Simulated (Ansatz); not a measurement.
```xyz
11

W     0.2151    0.1233    0.2006
Cl   -0.3608   -0.3584    2.4336
O     1.8959   -0.5047   -0.3852
H     2.1007   -1.2121   -0.9764
F    -0.3472    1.7910   -0.4983
H    -1.3666   -0.2537   -0.0669
H    -0.1864   -1.4664    0.0087
H    -0.2945   -0.4153   -1.2678
S     2.1468    2.0582    1.4802
H     2.8878    1.1675    2.1438
H     1.4578    2.4530    2.5550
```

Core potentials replace the inner electrons of W.

Theory: RHF/def2-SVP in Ansatz.

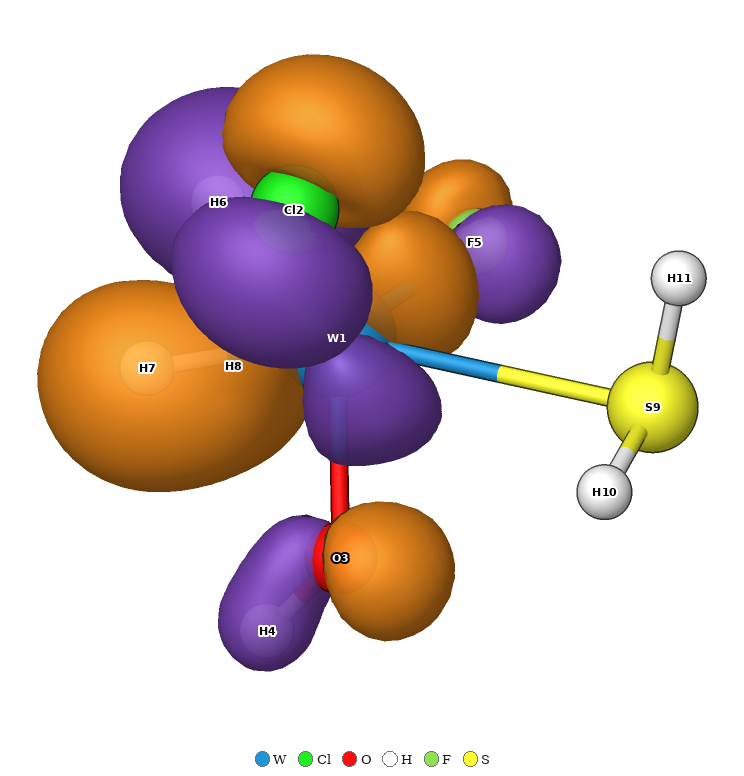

ClFH₆OSW. The HOMO−1 at ±0.1 Å⁻³ᐟ² (orange and purple are the two phases), seen at a tilt.

### Where does this orbital lie, and at what energy?

It lies mainly on W1 (about 35 %), Cl2 (about 20 %), H6 (about 15 %), H7 (about 15 %) and O3 (about 5 %). Its energy is −11.61 eV.
